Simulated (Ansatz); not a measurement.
**Single-point calculation of CH$_{8}$ClNSi$_{2}$**

The run: single-point calculation of CH$_{8}$ClNSi$_{2}$, multiplicity 7. Method and program: UKS SVWN5/cc-pVTZ (Ansatz 0.2.0).

Some settings of this run were made unusual or wrong on purpose. The geometry comes from this level: PBE0-D4/def2-TZVP.

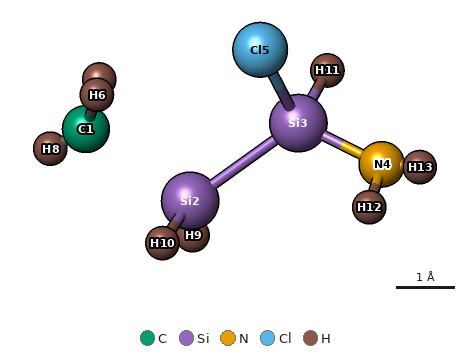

**Figure 1.** The structure (ball-and-stick view, seen at a tilt; atoms are numbered from 1 in the order of the input). Sticks are drawn by distance; a stretched bond gets none, so the picture shows separate pieces. Bond lengths as drawn: Cl–Si 2.22 Å, C–H 0.75 to 1.17 Å, H–N 0.73 to 1.21 Å, H–Si 1.22 to 1.49 Å, N–Si 1.64 Å and Si–Si 2.35 Å.

The input:
```yaml
crystal:
  periodic: [false, false, false]
  atoms:
    - {symbol: C, position_ang: [-0.674603, -1.113983, 2.091071]}
    - {symbol: Si, position_ang: [0.779677, -0.858502, 0.472180]}
    - {symbol: Si, position_ang: [-0.189099, 0.478197, -1.202197]}
    - {symbol: N, position_ang: [0.762511, 1.109967, -2.372332]}
    - {symbol: Cl, position_ang: [-1.265045, 2.063369, -0.080788]}
    - {symbol: H, position_ang: [-1.081132, -0.055730, 2.210012]}
    - {symbol: H, position_ang: [-1.595211, -1.574353, 1.531187]}
    - {symbol: H, position_ang: [-0.474345, -1.639388, 2.592218]}
    - {symbol: H, position_ang: [1.204927, -1.934633, 0.101099]}
    - {symbol: H, position_ang: [1.599351, -0.107347, 1.390052]}
    - {symbol: H, position_ang: [-1.169342, -0.156413, -2.126830]}
    - {symbol: H, position_ang: [1.597896, 1.754787, -1.775611]}
    - {symbol: H, position_ang: [0.950611, 1.603779, -2.869520]}
basis:
  gaussian: {orbitals: cc-pVTZ}
magnetization: {spin_polarized: true, initial_magnetization: 6}
hamiltonian: {xc: {name: SVWN5}}
```

Launched with:
```bash
ansatz run in.yaml --threads 4 --pin off --events-out ev --progress --plain --max-ram 10444MiB
```

Output:
```
Functional definition: SVWN5
  name "SVWN5"
  cite "Dirac, Proc. Camb. Phil. Soc. 26, 376 (1930) doi:10.1017/S0305004100016108"
  cite "Slater, Phys. Rev. 81, 385 (1951) doi:10.1103/PhysRev.81.385"
  cite "Vosko, Wilk & Nusair, Can. J. Phys. 58, 1200 (1980) doi:10.1139/p80-159"
  exchange = slater_x
  correlation = vwn5_c
1642 factors; their error is unknown
mean field evaluation 1: about -30732.6668 eV, gradient 9.6e1 eV
mean field evaluation 2: about -29799.7948 eV, gradient 3.8e2 eV
mean field evaluation 4: about -30752.3463 eV, gradient 6.0e1 eV
mean field evaluation 8: about -30785.6187 eV, gradient 6.7e0 eV
mean field evaluation 16: about -30785.9961 eV, gradient 1.2e-1 eV
mean field evaluation 32: about -30785.9335 eV, gradient 2.0e-4 eV
mean field evaluation 64: about -30785.1072 eV, gradient 8.7e0 eV
mean field evaluation 96: about -30785.4347 eV, gradient 1.9e0 eV
mean field -30785.93346681 eV, -1131.3621874499 hartree, gradient 1.0e-5 eV, S^2 12.005311; 8 other end points of the search recorded, 0 dependent functions left out
reference -30785.93351242 eV, -1131.3621891261 hartree; 36, 30 occupied and 238, 244 virtual orbitals, 1642 factors
Total energy: -30785.93351242 eV, -1131.3621891261 hartree
```

Outcome:

| quantity | value |
| --- | --- |
| outcome | converged |
| total energy | −30785.9335 eV |
| ⟨S²⟩ | 12.005 |
| SCF solution under orbital rotations | stable |
| hardware | 4 threads of AMD EPYC, 23 GiB of memory available, shared host |
| wall time | 11 s (CPU time 36 s) |
| peak memory | 0.7 GiB |

Diagnosis:

A setting was made wrong on purpose: spin. The run converged all the same; its numbers are those of the faulty input and shouldn't be used.
